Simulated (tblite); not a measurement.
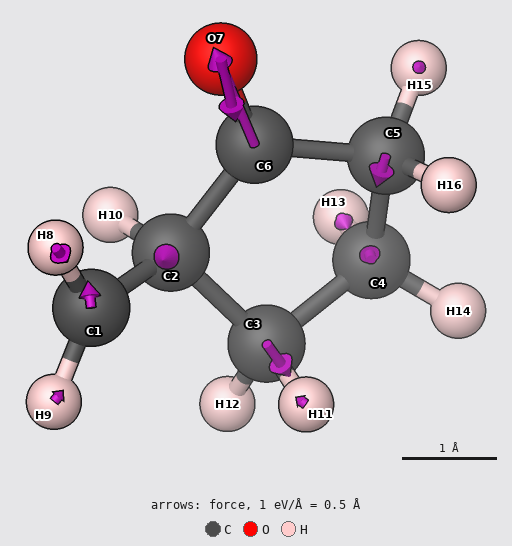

Starting geometry of C$_{6}$H$_{9}$O (multiplicity 2) with the computed forces as purple arrows. A ball-and-stick model, seen at a tilt.

Theory: GFN2-xTB geometry optimisation, gas phase in tblite. 

> What follows when this structure is relaxed?

It isn't relaxed: the largest force vector, on C6, is 2.83 eV/Å. The final displacements have little in common with the starting forces (cosine between the two patterns 0.09). The energy falls by 24.3 kJ/mol in 159 geometry steps. H9 moves most after the best rigid fit: 1.86 Å. By element the largest moves are H 1.86 Å, O 0.75 Å, C 0.50 Å. Among the contacts that change: C1–C2 1.501 → 1.459 Å, C6–O7 1.227 → 1.205 Å, C2–C3 1.511 → 1.530 Å, C1–H8 1.091 → 1.073 Å. Among the angles between lasting bonds that change: C1–C2–C6 113.5° → 93.2°, C2–C6–C5 111.9° → 106.2°, C5–C6–O7 123.1° → 127.5°. The run took 0.66 s on 1 thread of Arm Neoverse V2, on a shared host.
